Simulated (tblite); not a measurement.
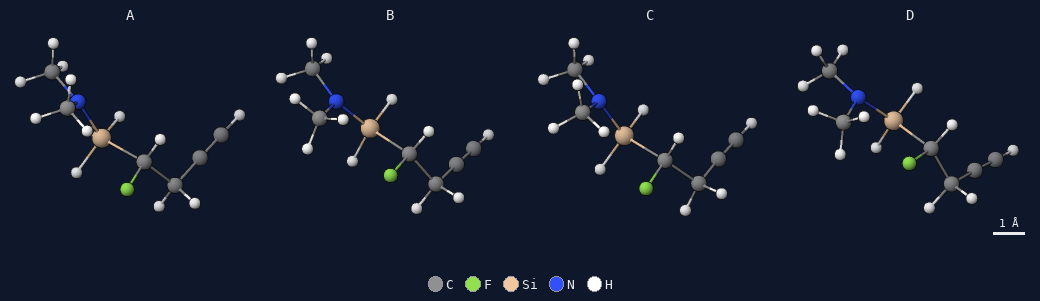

4 geometries from one relaxation of C$_{6}$H$_{12}$FNSi, in shuffled order. Style: ball-and-stick. Shown from a free direction.

All numbers below come from GFN2-xTB geometry optimisation, gas phase in tblite 0.8.0. 

Question: Put them in the order of the run, from the start to the converged end.

Answer: D, B, C, A. They are steps 0, 72, 96, 190, at +0.643 eV, +0.130 eV, +0.049 eV relative to the last. The atom that moves furthest after the best rigid fit is an H atom (1.65 Å). By element the largest moves are H 1.65 Å, C 0.96 Å, F 0.89 Å, Si 0.69 Å, N 0.20 Å. Near-neighbour distances that change, for instance: N–Si 1.762 → 1.715 Å, C–Si 1.875 → 1.918 Å, C–H 1.130 → 1.093 Å, C–C 1.494 → 1.527 Å. Bond angles that change, for instance: Si–N–C 115.6° → 123.0°, Si–C–H 106.5° → 112.7°, C–C–H 115.4° → 109.4°. Groups turn about C–N by about 55°, C–Si by about 40°. After 190 geometry steps the energy has fallen by 0.643 eV.
